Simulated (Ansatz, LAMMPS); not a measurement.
# Li+ BF4- in tetrahydrofuran and fluoroethylene carbonate, from a frame at 300 K (159 atoms): geometry optimisation, part 2 of 4

Aim: bring Li+ BF4- in tetrahydrofuran and fluoroethylene carbonate, from a frame at 300 K (159 atoms) to a nearby minimum of the energy and see what moves.

Ansatz 0.2.0; Kohn-Sham DFT, PBE+D3(BJ), PAW (set soft_2), plane waves.

The cell: 41 C, 26 O, 61 H, 23 F, 4 B and 4 Li. The network of contacts between molecules at the start is that of the classical potential that made the cell. The density was typed from a rule of thumb and may lie off the real one at this temperature. Sampling is at Γ alone, for a cell whose shortest periodic width is 12 Å.

So far. Step 3 (Single point at the start): Neighbours are counted within 1.34 Å (H-C), 1.85 Å (C-C), 1.73 Å (C-O), 1.62 Å (C-F), 2.48 Å (O-Li), 1.72 Å (F-B), 2.16 Å (F-Li).

### 4. Relaxation

The atoms are relaxed in the fixed cell, aiming at the force tolerance of the input.

input.yaml reads:

```yaml
crystal:
  lattice:
    - [12.31489, 0.0, 0.0]
    - [0.0, 12.31489, 0.0]
    - [0.0, 0.0, 12.31489]
  atoms:
    [... the 159 atom lines of step 3 ...]
kpoints:
  mp_grid: { grid: [1, 1, 1] }
hamiltonian:
  xc: pbe
  dispersion: d3bj
scf:
  occupations: { method: fixed }
output:
  forces: true
relax:
  f_tol: 0.05
  max_steps: 200
```

Run with:

```bash
$ ansatz run input.yaml --threads 4 --pin off --max-ram 8192MiB --backend cpu --events-out ev --progress --plain --runs-dir out
```

Numbers of over 12 decimals in the logs are rounded to 6 here.

The log of the run:

```text
[...]
Crystal: 159 atoms, lattice volume = 1867.633 Å³
Basis set: ecut = 420 eV, 36377 PW (Γ), exchange–correlation on 180×180×180 points (8 copies of the dense FFT grid, shifted against one another)
Bands: 442, of which v1, the nominal top of the filled ones, is band 283 counted from 1 (282 counted from 0)
Symmetry: 1 space group operations
[...]
k-points: 1
[...]
SCF iter   1: F=—  HF=-46060.740749 eV  |F-HF|=—  |Δ(HF+E_count)|=         —  Δρ=6.40e-3  dr2=1.41e0  ethr=1.77e-3  ⟨swp⟩=5.0  Hψ=1393  notcnv=0  defer=157
[...]
SCF iter   3: F=—  HF=-46060.212203 eV  |F-HF|=—  |Δ(HF+E_count)|=   1.13e-1  Δρ=1.82e-3  dr2=9.47e-2  ethr=6.07e-5  ⟨swp⟩=3.0  Hψ=540  notcnv=0  defer=85
automatic band count: iteration 3 solves 370 bands in place of 442: the levels show a gap, and the empty bands left out lie too high to hold charge; the band table lists the bands solved (type scf.n_extra_bands for more)
SCF iter   4: F=—  HF=-46060.181510 eV  |F-HF|=—  |Δ(HF+E_count)|=   3.07e-2  Δρ=8.26e-4  dr2=1.53e-2  ethr=1.67e-5  ⟨swp⟩=3.0  Hψ=626  notcnv=0  defer=85
[...]
SCF iter   7: F=-46060.181209 eV  HF=-46060.181210 eV  |F-HF|=1.29e-6  |Δ(HF+E_count)|=   4.85e-5  Δρ=4.17e-5  dr2=3.39e-5  ethr=1.10e-8  ⟨swp⟩=3.0  Hψ=1338  notcnv=0
SCF 1 converged in 7 iterations: F = -46060.181209 eV  dr2 = 3.39e-5
[...]
relax step   1: F+E_penalty+E_count = -46060.18120909 eV  Δ(F+E_penalty+E_count) = +0.000e0 eV  max|allowed force component| = 3.622e0 eV/Å  Δτ_max = 0.0000 Å  (7 SCF iters, dr2 threshold 6.25e-5 eV, accepted)
[... from here on, the SCF cycles and remarks between the steps are left out ...]
relax step   2: F+E_penalty+E_count = -46066.00787972 eV  Δ(F+E_penalty+E_count) = -5.827e0 eV  max|allowed force component| = 1.358e0 eV/Å  Δτ_max = 0.1939 Å  (7 SCF iters, dr2 threshold 1.00e-4 eV, accepted)
relax step   3: F+E_penalty+E_count = -46067.31017764 eV  Δ(F+E_penalty+E_count) = -1.302e0 eV  max|allowed force component| = 9.486e-1 eV/Å  Δτ_max = 0.1924 Å  (7 SCF iters, dr2 threshold 1.00e-4 eV, accepted)
relax step   4: F+E_penalty+E_count = -46067.67366949 eV  Δ(F+E_penalty+E_count) = -3.635e-1 eV  max|allowed force component| = 5.642e-1 eV/Å  Δτ_max = 0.2000 Å  (6 SCF iters, dr2 threshold 1.00e-4 eV, accepted)
relax step   5: F+E_penalty+E_count = -46067.99526200 eV  Δ(F+E_penalty+E_count) = -3.216e-1 eV  max|allowed force component| = 1.880e-1 eV/Å  Δτ_max = 0.1941 Å  (6 SCF iters, dr2 threshold 1.00e-4 eV, accepted)
relax step   6: F+E_penalty+E_count = -46068.15946379 eV  Δ(F+E_penalty+E_count) = -1.642e-1 eV  max|allowed force component| = 1.830e-1 eV/Å  Δτ_max = 0.1946 Å  (8 SCF iters, dr2 threshold 3.93e-6 eV, accepted)
relax step   7: F+E_penalty+E_count = -46068.27213420 eV  Δ(F+E_penalty+E_count) = -1.127e-1 eV  max|allowed force component| = 2.296e-1 eV/Å  Δτ_max = 0.1950 Å  (8 SCF iters, dr2 threshold 3.72e-6 eV, accepted)
relax step   8: F+E_penalty+E_count = -46068.34030502 eV  Δ(F+E_penalty+E_count) = -6.817e-2 eV  max|allowed force component| = 4.672e-1 eV/Å  Δτ_max = 0.1864 Å  (7 SCF iters, dr2 threshold 4.99e-5 eV, accepted)
relax step   9: F+E_penalty+E_count = -46068.41353563 eV  Δ(F+E_penalty+E_count) = -7.323e-2 eV  max|allowed force component| = 4.072e-1 eV/Å  Δτ_max = 0.1058 Å  (6 SCF iters, dr2 threshold 1.00e-4 eV, accepted)
relax step  10: F+E_penalty+E_count = -46068.48328667 eV  Δ(F+E_penalty+E_count) = -6.975e-2 eV  max|allowed force component| = 1.733e-1 eV/Å  Δτ_max = 0.1483 Å  (6 SCF iters, dr2 threshold 1.00e-4 eV, accepted)
relax step  11: F+E_penalty+E_count = -46068.51008769 eV  Δ(F+E_penalty+E_count) = -2.680e-2 eV  max|allowed force component| = 2.582e-1 eV/Å  Δτ_max = 0.1099 Å  (8 SCF iters, dr2 threshold 5.44e-6 eV, accepted)
relax step  12: F+E_penalty+E_count = -46068.53382477 eV  Δ(F+E_penalty+E_count) = -2.374e-2 eV  max|allowed force component| = 9.931e-2 eV/Å  Δτ_max = 0.0815 Å  (7 SCF iters, dr2 threshold 1.21e-5 eV, accepted)
relax step  13: F+E_penalty+E_count = -46068.55156181 eV  Δ(F+E_penalty+E_count) = -1.774e-2 eV  max|allowed force component| = 9.260e-2 eV/Å  Δτ_max = 0.0997 Å  (10 SCF iters, accepted)
relax step  14: F+E_penalty+E_count = -46068.56407394 eV  Δ(F+E_penalty+E_count) = -1.251e-2 eV  max|allowed force component| = 1.102e-1 eV/Å  Δτ_max = 0.0991 Å  (10 SCF iters, accepted)
relax step  15: F+E_penalty+E_count = -46068.57585495 eV  Δ(F+E_penalty+E_count) = -1.178e-2 eV  max|allowed force component| = 2.759e-1 eV/Å  Δτ_max = 0.1587 Å  (7 SCF iters, dr2 threshold 1.06e-5 eV, accepted)
relax step  16: F+E_penalty+E_count = -46068.58756650 eV  Δ(F+E_penalty+E_count) = -1.171e-2 eV  max|allowed force component| = 2.246e-1 eV/Å  Δτ_max = 0.0506 Å  (5 SCF iters, dr2 threshold 7.61e-5 eV, accepted)
relax step  17: F+E_penalty+E_count = -46068.60584831 eV  Δ(F+E_penalty+E_count) = -1.828e-2 eV  max|allowed force component| = 1.670e-1 eV/Å  Δτ_max = 0.1355 Å  (6 SCF iters, dr2 threshold 3.34e-5 eV, accepted)
relax step  18: F+E_penalty+E_count = -46068.61446393 eV  Δ(F+E_penalty+E_count) = -8.616e-3 eV  max|allowed force component| = 1.957e-1 eV/Å  Δτ_max = 0.1449 Å  (7 SCF iters, dr2 threshold 1.54e-5 eV, accepted)
relax step  19: F+E_penalty+E_count = -46068.62157174 eV  Δ(F+E_penalty+E_count) = -7.108e-3 eV  max|allowed force component| = 1.934e-1 eV/Å  Δτ_max = 0.0772 Å  (6 SCF iters, dr2 threshold 2.12e-5 eV, accepted)
relax step  20: F+E_penalty+E_count = -46068.62888197 eV  Δ(F+E_penalty+E_count) = -7.310e-3 eV  max|allowed force component| = 1.260e-1 eV/Å  Δτ_max = 0.0605 Å  (5 SCF iters, dr2 threshold 3.66e-5 eV, accepted)
relax step  21: F+E_penalty+E_count = -46068.63640427 eV  Δ(F+E_penalty+E_count) = -7.522e-3 eV  max|allowed force component| = 7.896e-2 eV/Å  Δτ_max = 0.1191 Å  (7 SCF iters, dr2 threshold 6.73e-6 eV, accepted)
relax step  22: F+E_penalty+E_count = -46068.63971541 eV  Δ(F+E_penalty+E_count) = -3.311e-3 eV  max|allowed force component| = 1.553e-1 eV/Å  Δτ_max = 0.1262 Å  (10 SCF iters, accepted)
relax step  23: F+E_penalty+E_count = -46068.64383756 eV  Δ(F+E_penalty+E_count) = -4.122e-3 eV  max|allowed force component| = 1.155e-1 eV/Å  Δτ_max = 0.0328 Å  (5 SCF iters, dr2 threshold 9.47e-6 eV, accepted)
relax step  24: F+E_penalty+E_count = -46068.65047605 eV  Δ(F+E_penalty+E_count) = -6.638e-3 eV  max|allowed force component| = 7.757e-2 eV/Å  Δτ_max = 0.0759 Å  (7 SCF iters, dr2 threshold 7.39e-6 eV, accepted)
relax step  25: F+E_penalty+E_count = -46068.65673320 eV  Δ(F+E_penalty+E_count) = -6.257e-3 eV  max|allowed force component| = 1.330e-1 eV/Å  Δτ_max = 0.1812 Å  (8 SCF iters, dr2 threshold 2.71e-6 eV, accepted)
relax step  26: F+E_penalty+E_count = -46068.66023151 eV  Δ(F+E_penalty+E_count) = -3.498e-3 eV  max|allowed force component| = 1.087e-1 eV/Å  Δτ_max = 0.0521 Å  (6 SCF iters, dr2 threshold 7.98e-6 eV, accepted)
relax step  27: F+E_penalty+E_count = -46068.66557462 eV  Δ(F+E_penalty+E_count) = -5.343e-3 eV  max|allowed force component| = 1.017e-1 eV/Å  Δτ_max = 0.0636 Å  (6 SCF iters, dr2 threshold 7.89e-6 eV, accepted)
[...]
relax step  39: F+E_penalty+E_count = -46068.73562750 eV  Δ(F+E_penalty+E_count) = -9.588e-3 eV  max|allowed force component| = 1.512e-1 eV/Å  Δτ_max = 0.1969 Å  (10 SCF iters, accepted)
[...]
relax step  44: F+E_penalty+E_count = -46068.76416844 eV  Δ(F+E_penalty+E_count) = -2.011e-3 eV  max|allowed force component| = 1.844e-1 eV/Å  Δτ_max = 0.1606 Å  (8 SCF iters, dr2 threshold 6.67e-6 eV, accepted)
relax step  45: F+E_penalty+E_count = -46068.77094443 eV  Δ(F+E_penalty+E_count) = -6.776e-3 eV  max|allowed force component| = 9.722e-2 eV/Å  Δτ_max = 0.0316 Å  (5 SCF iters, dr2 threshold 1.94e-5 eV, accepted)
relax step  46: F+E_penalty+E_count = -46068.78006593 eV  Δ(F+E_penalty+E_count) = -9.121e-3 eV  max|allowed force component| = 5.112e-2 eV/Å  Δτ_max = 0.1217 Å  (7 SCF iters, dr2 threshold 2.63e-6 eV, accepted)
relax step  47: F+E_penalty+E_count = -46068.78727512 eV  Δ(F+E_penalty+E_count) = -7.209e-3 eV  max|allowed force component| = 1.268e-1 eV/Å  Δτ_max = 0.1961 Å  (10 SCF iters, accepted)
relax step  48: F+E_penalty+E_count = -46068.79071200 eV  Δ(F+E_penalty+E_count) = -3.437e-3 eV  max|allowed force component| = 1.705e-1 eV/Å  Δτ_max = 0.1210 Å  (7 SCF iters, dr2 threshold 4.45e-6 eV, accepted)
relax step  49: F+E_penalty+E_count = -46068.79745925 eV  Δ(F+E_penalty+E_count) = -6.747e-3 eV  max|allowed force component| = 1.069e-1 eV/Å  Δτ_max = 0.0631 Å  (5 SCF iters, dr2 threshold 2.91e-5 eV, accepted)
relax step  50: F+E_penalty+E_count = -46068.80467042 eV  Δ(F+E_penalty+E_count) = -7.211e-3 eV  max|allowed force component| = 4.336e-2 eV/Å  Δτ_max = 0.1146 Å  (7 SCF iters, dr2 threshold 4.49e-6 eV, accepted)
relax step  51: F+E_penalty+E_count = -46068.80467083 eV  Δ(F+E_penalty+E_count) = -4.059e-7 eV  max|allowed force component| = 4.341e-2 eV/Å  Δτ_max = 0.0000 Å  (4 SCF iters, accepted)
relax step  52: F+E_penalty+E_count = -46068.80868863 eV  Δ(F+E_penalty+E_count) = -4.018e-3 eV  max|allowed force component| = 9.694e-2 eV/Å  Δτ_max = 0.1676 Å  (9 SCF iters, accepted)
relax step  53: F+E_penalty+E_count = -46068.81064463 eV  Δ(F+E_penalty+E_count) = -1.956e-3 eV  max|allowed force component| = 7.852e-2 eV/Å  Δτ_max = 0.0462 Å  (5 SCF iters, dr2 threshold 9.40e-6 eV, accepted)
relax step  54: F+E_penalty+E_count = -46068.81298440 eV  Δ(F+E_penalty+E_count) = -2.340e-3 eV  max|allowed force component| = 5.834e-2 eV/Å  Δτ_max = 0.0425 Å  (6 SCF iters, dr2 threshold 4.05e-6 eV, accepted)
relax step  55: F+E_penalty+E_count = -46068.81533674 eV  Δ(F+E_penalty+E_count) = -2.352e-3 eV  max|allowed force component| = 3.671e-2 eV/Å  Δτ_max = 0.0922 Å  (9 SCF iters, accepted)
SCF converged after 9 iterations
Free energy (F): -46068.815337 eV
[...]
Internal energy: -46068.815337 eV  (E = F + TS)
E sigma→0 (E₀):  -46068.815337 eV
Fermi energy:    -0.481835 eV
[...]
--- Forces (eV/Å), atoms counted from 1 ---
  atom   1  C      0.00013906     0.00417364     0.00188690
  atom   2  C      0.00605954    -0.00674162    -0.00325967
  atom   3  C     -0.00591418     0.00762871    -0.00064145
  atom   4  O     -0.00727344     0.00572133     0.00014830
  atom   5  C      0.00097762    -0.00567627    -0.00392736
  atom   6  H     -0.00178027     0.00157042    -0.00083322
  atom   7  H      0.00032135    -0.00383025    -0.00052044
  atom   8  H     -0.00132276     0.00001222     0.00106168
  atom   9  H      0.00293400     0.00088002     0.00097756
  atom  10  H     -0.00044408     0.00073229    -0.00139576
  atom  11  H      0.00300840     0.00018065     0.00024426
  atom  12  H     -0.00185268    -0.00350266     0.00158236
  atom  13  H      0.00236190    -0.00059385     0.00527072
  atom  14  C     -0.00371005     0.00436805    -0.01140025
[...]
atom 158  Li    -0.00516739    -0.00119535     0.00117569
  atom 159  Li     0.00476220    -0.00241816    -0.00307864
  max |Σ_I F_I| component: 1.24e-4 eV/Å
--- Relaxed structure (55 steps of the walk, 55 accepted, 0 SCFs on fresh bases) ---
  F+E_penalty+E_count = -46068.81533674 eV   max|allowed force component| = 3.671e-2 eV/Å
  atoms:
    - { symbol: C, position: [0.099663, 0.384972, 0.075857] }
    - { symbol: C, position: [0.044670, 0.274312, 0.093830] }
    - { symbol: C, position: [0.138853, 0.196076, 0.078539] }
    - { symbol: O, position: [0.201237, 0.242611, -0.00922102] }
[...]
- { symbol: Li, position: [0.312630, 0.169489, 0.908430] }
```

It took 8.1 min on 4 threads of Intel Xeon Platinum 8375C at 2.90GHz (Ice Lake), shared host; peak memory 2.4 GiB; 30 min of CPU time.

The steps of the relaxation (22 of 55):

```tsv
step	energy less that of the first step (eV)	largest force component (eV/Å)
1	0.0000	3.6216
4	-7.4925	0.5642
6	-7.9783	0.1830
9	-8.2323	0.4072
11	-8.3289	0.2582
14	-8.3829	0.1102
16	-8.4064	0.2246
19	-8.4404	0.1934
22	-8.4585	0.1553
24	-8.4693	0.0776
27	-8.4844	0.1017
29	-8.4937	0.1842
32	-8.5071	0.2543
34	-8.5161	0.1929
37	-8.5353	0.1261
40	-8.5584	0.2373
42	-8.5727	0.1480
45	-8.5897	0.0972
47	-8.6061	0.1268
50	-8.6235	0.0434
52	-8.6275	0.0969
55	-8.6341	0.0367
```

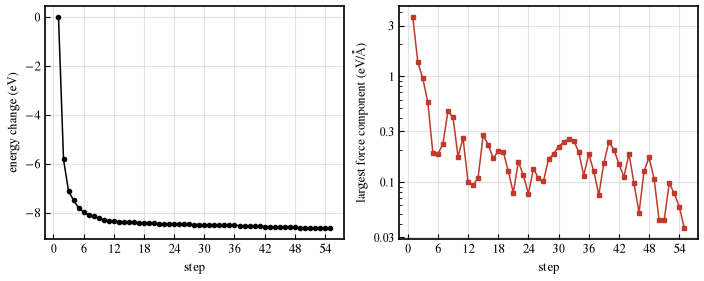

Energy and largest force along the relaxation.

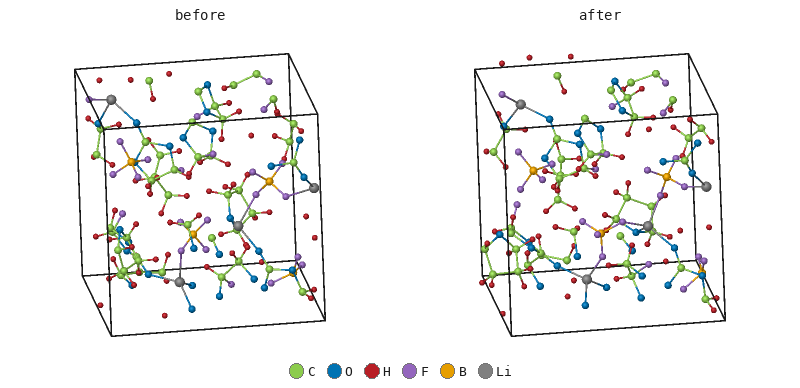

The structure before and after the relaxation, drawn at the same scale. Bonds to atoms that aren't drawn are left out.

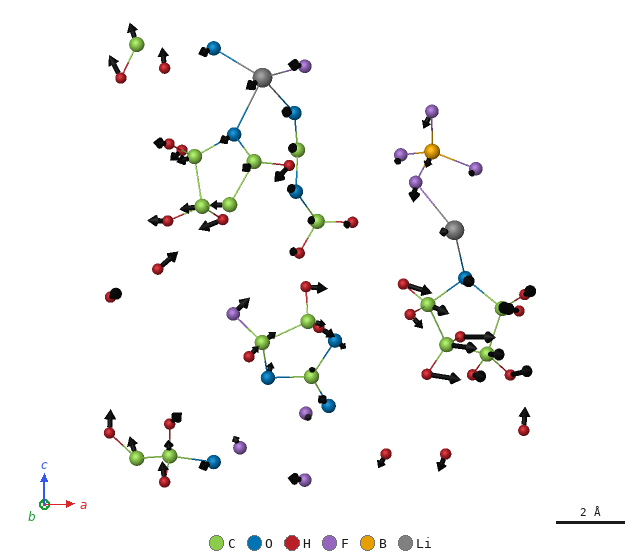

Displacements in the relaxation, scaled; the longest in the cell stands for 2.78 Å. Drawn is a slice 4 Å thick, seen along the normal of the ac plane. Bonds to atoms that aren't drawn are left out.

The atoms that moved most (Å):

```tsv
atom	dx	dy	dz	length
H34	0.991	-2.557	0.484	2.784
H37	0.208	-2.584	0.465	2.634
H33	1.854	-1.710	0.104	2.525
H26	0.232	-1.729	-1.620	2.381
H25	0.014	-0.245	-2.300	2.313
H32	1.782	-1.089	-0.216	2.099
H36	-0.883	-1.858	0.310	2.080
C27	1.481	-1.376	-0.101	2.024
```

The relaxation changed the energy by -54.3 meV/atom, and atoms moved by 1.1 Å r.m.s., 2.8 Å at most.

### 5. Structure statistics after relaxation

Bonds before and after, by the cutoffs listed below:

```tsv
pair	bonds before	bonds after	mean before (Å)	mean after (Å)	spread before (Å)	spread after (Å)
H-C	61	61	1.092	1.097	0.028	0.003
C-C	22	22	1.503	1.529	0.023	0.008
C-O	45	45	1.373	1.376	0.073	0.083
C-F	7	7	1.359	1.391	0.024	0.004
O-Li	10	10	1.935	1.951	0.068	0.021
F-B	16	16	1.397	1.416	0.029	0.019
F-Li	6	6	2.108	1.876	0.138	0.013
```

Density 1.31 g/cm³, 11.75 Å³ an atom.

g(r), total and by pair (bins of 0.2 Å):

```tsv
r (Å)	total	H-H	H-C	H-O	H-F	H-B	H-Li
1.00	2.69	0.00	13.60	0.00	0.00	0.00	0.00
1.20	0.65	0.00	1.88	0.00	0.00	0.00	0.00
1.40	1.82	0.00	0.00	0.00	0.00	0.00	0.00
1.60	0.56	0.00	0.00	0.00	0.00	0.00	0.00
1.80	0.60	3.39	0.00	0.00	0.00	0.00	0.00
2.00	0.81	0.00	0.00	4.46	0.91	0.00	0.00
2.20	1.56	0.15	5.01	0.09	0.21	0.00	0.00
2.40	1.29	3.01	0.00	0.15	0.99	0.00	0.00
2.60	0.30	0.59	0.08	0.27	1.43	0.00	0.00
2.80	0.78	1.84	0.59	1.48	1.56	0.00	0.38
3.00	1.07	1.45	1.25	1.16	1.07	1.69	1.00
3.20	1.01	0.73	1.22	1.41	0.97	0.57	2.39
3.40	0.94	0.75	1.48	0.77	0.46	0.80	0.80
3.60	0.82	0.81	1.01	0.68	0.77	1.65	1.21
3.80	0.81	1.24	0.84	0.39	0.56	1.88	0.42
4.00	0.86	1.15	0.67	0.76	0.66	1.16	0.38
4.20	1.07	1.02	0.71	1.28	1.21	1.40	0.34
4.40	0.98	0.92	0.84	1.06	1.03	0.46	0.93
4.60	1.04	0.90	1.09	0.91	1.23	0.85	1.27
4.80	1.08	1.19	0.98	1.24	1.01	0.80	0.79
5.00	1.04	0.91	1.07	0.96	1.02	1.21	0.61
5.20	1.08	1.09	1.03	0.88	1.10	1.02	1.35
5.40	1.03	0.94	1.09	0.83	0.88	0.62	1.37
5.60	1.08	1.09	1.01	1.02	1.06	0.97	1.36
5.80	0.95	0.88	1.02	0.82	0.85	1.26	1.55
6.00	1.04	0.94	1.14	0.96	1.05	1.36	1.44
```

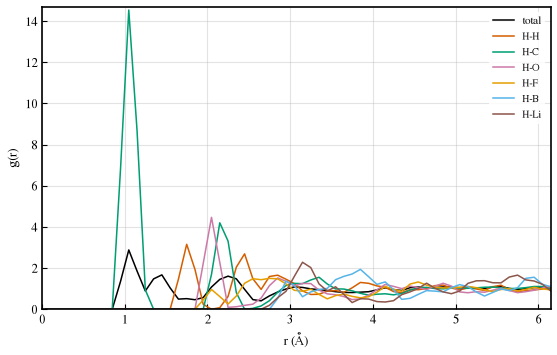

Pair distribution functions, lightly smoothed.

Bonds by pair of elements; cutoffs follow the first minimum of g(r), held within bounds set by covalent radii, and pairs that aren't listed don't count as bonded:

```tsv
pair A-B	cutoff (Å)	bonds	mean length (Å)	spread (Å)	shortest (Å)	B about A	A about B
H-C	1.34	61	1.10	0.003	1.09	1	1.49
C-C	1.85	22	1.53	0.008	1.52	1.07	1.07
C-O	1.73	45	1.38	0.083	1.20	1.10	1.73
C-F	1.62	7	1.39	0.004	1.38	0.171	0.304
O-Li	2.38	10	1.95	0.021	1.92	0.385	2.5
F-B	1.72	16	1.42	0.019	1.39	0.696	4
F-Li	2.27	6	1.88	0.013	1.86	0.261	1.5
```

How many atoms have how many bonded neighbours:

```tsv
element	mean	1	2	3	4
B	4	0	0	0	4
C	3.83	0	0	7	34
F	1.26	17	6	0	0
H	1	61	0	0	0
Li	4	0	0	0	4
O	2.12	1	21	4	0
```

Bond angles, per cent of each kind in bins of 5°:

```tsv
angle (°)	C-C-H	H-C-O	H-C-H	C-C-O	F-B-F
100–105	0.0	0.0	0.0	66.7	0.0
105–110	1.2	95.1	74.1	33.3	62.5
110–115	87.7	4.9	25.9	0.0	37.5
115–120	11.1	0.0	0.0	0.0	0.0
```

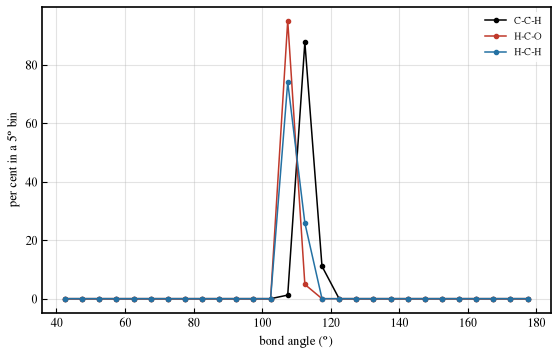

Distributions of the most common bond angles.

Bond angles (no mean is given where the spread exceeds 20°):

```tsv
angle	count	mean (°)	spread (°)
C-C-H	81	112	1.8
H-C-O	41	109	0.7
H-C-H	27	109	1.1
C-C-O	24	104	1.2
F-B-F	24	110	1.5
```

Bond length by coordination (bonds to H left out):

```tsv
element	coordination	atoms	mean bond length (Å)
C	3	7	1.30
C	4	34	1.49
F	1	17	1.40
F	2	6	1.66
O	1	1	1.20
O	2	21	1.45
O	3	4	1.61
```

Rings of the network by King's shortest-path rule, up to 12 atoms, one path for each pair of neighbours; H, halogens, alkali and alkaline-earth atoms are left out, and the last column divides by all other atoms, bonded or not:

```tsv
ring size (atoms)	rings	per network atom
5	12	0.169
```

Counting bonds as in the table, all B atoms have 4, 83 % of C atoms have 4, 74 % of F atoms have 1 and all H atoms have 1 bonded neighbour. The C-C-H angle averages 112° with a spread of 1.8°. All rings counted have 5 atoms.

(Part 2 of 4 ends here.)

[Logs are printed without paths, hosts, clocks, repeated set-up lines and the standing remarks that a program may print on its own settings, such as how far it seeks lower states.]

[Hosts, paths, dates, database ids (printed as entryN), source tags and the programs' standing remarks are cut or masked in the printed files.]
